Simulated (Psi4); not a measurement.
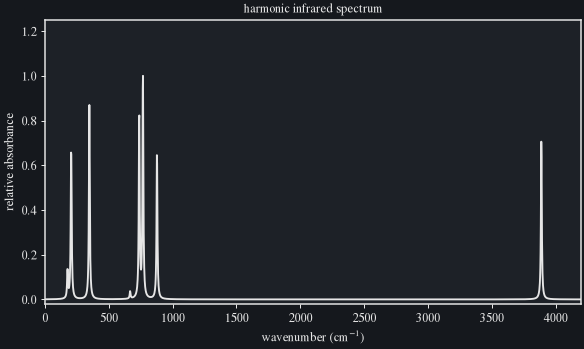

Unscaled harmonic wavenumbers and double-harmonic intensities, PBE0/def2-TZVP (dispersion D4), Psi4 1.11, at a geometry relaxed at this level, isolated molecule. Modes within 2 cm⁻¹ of each other count as one line, with their intensities summed. Lorentzian lines of 8 cm⁻¹ full width. Close modes add up in the curve.

Whose IR spectrum is this?
A. C₂H₂F₂, SMILES F/C=C/F
B. SiH₂O, SMILES O[SiH]
C. GaNH₄, SMILES [NH2][GaH2], singlet
D. GaHOF₂, SMILES [OH][Ga]([F])[F], singlet

Answer. D. It has its most intense lines at 767.1, 347.4 and 738.3 cm⁻¹.
